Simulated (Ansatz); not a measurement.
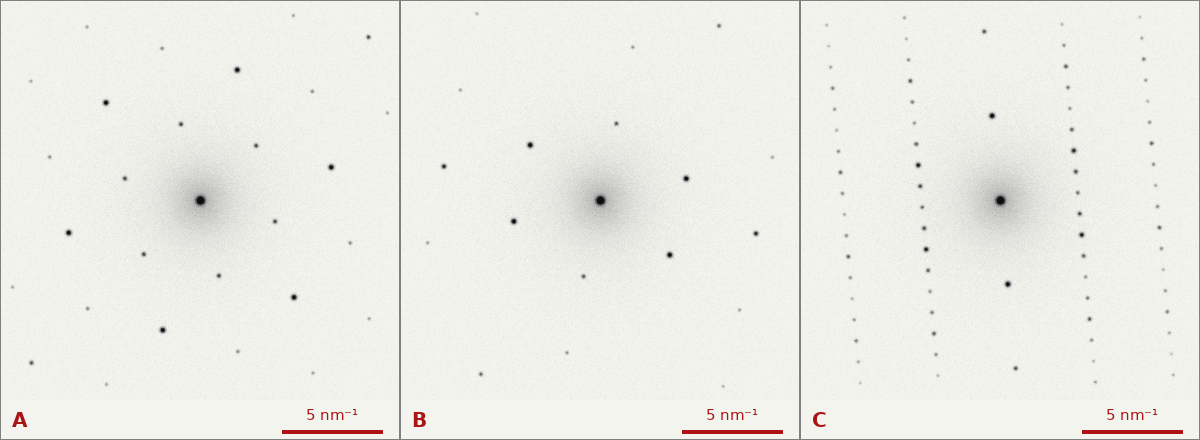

Simulated selected-area electron diffraction patterns (300 kV, kinematic approximation, thin crystal, B = 0.5 Å² for all atoms).

All three come from Ti, space group P6_3/mmc (No. 194), a = 2.96 Å, c = 9.46 Å (hexagonal axes). Structure: the end point of a relaxation with Ansatz 0.2.0, DFT, BLYP, plane waves (420 eV) with PAW, scalar-relativistic; the starting structure was generated, so it need not be a known form of this composition.

```
Ti
1.0
     2.95635    0.00000    0.00000
    -1.47817    2.56027    0.00000
     0.00000    0.00000    9.45922
Ti
4
Cartesian
  0.0000 0.0000 0.0000
  0.0000 0.0000 4.7296
  0.0000 1.7068 2.3648
  1.4782 0.8534 7.0944
```

Question: Assign the zone axes [001], [100], [201] to A, B and C.

Answer: A is [001]: hexagonal net of 1 -1 0 at d = 2.56 Å and 1 0 0 at d = 2.56 Å, at 60.0°. B is [201]: centred rectangular net of 0 1 0 at d = 2.56 Å and 1 0 -2 at d = 2.25 Å, at 63.9°. C is [100]: rectangular net of 0 0 1 (itself extinct) at d = 9.46 Å and 0 1 0 at d = 2.56 Å, at 90.0°.
